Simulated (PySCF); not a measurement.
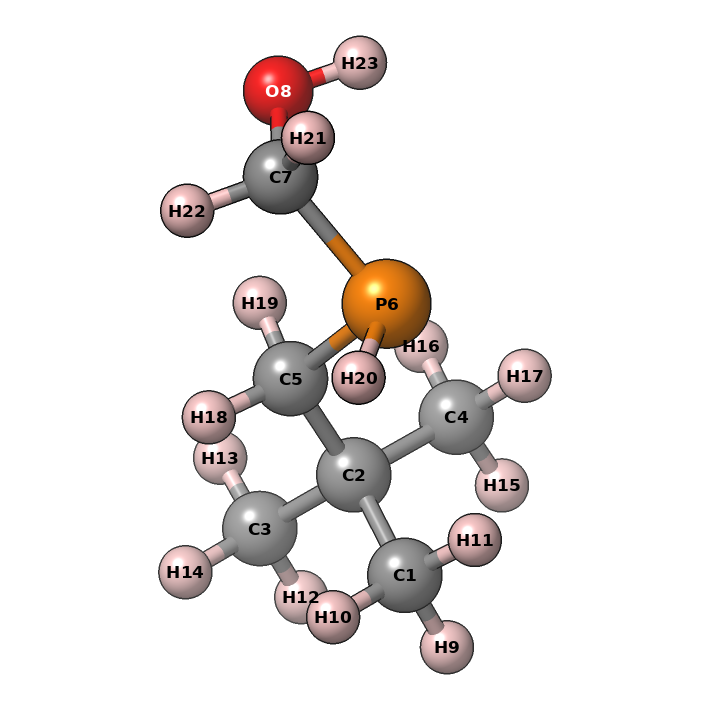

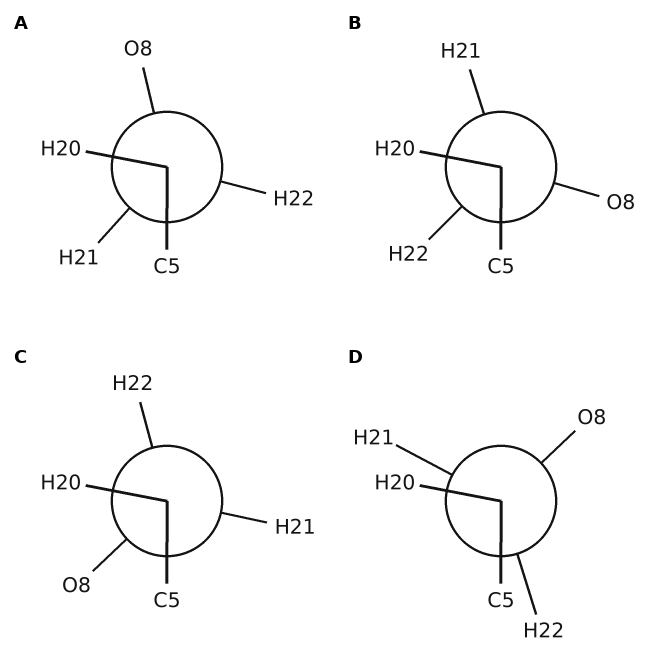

Depth is shown by fading: the farther an atom, the more it takes the colour of the background. Bonds that would overlap in a projection are set slightly apart. The geometry was computed by an optimisation with PBE0-D3(BJ)/def2-SVP. No frequency run is at hand to confirm it as a minimum.

Which Newman projection shows the view along P6–C7, with P6 in front?

B. The torsion angle C5–P6–C7–O8 is −73°, synclinal (gauche).
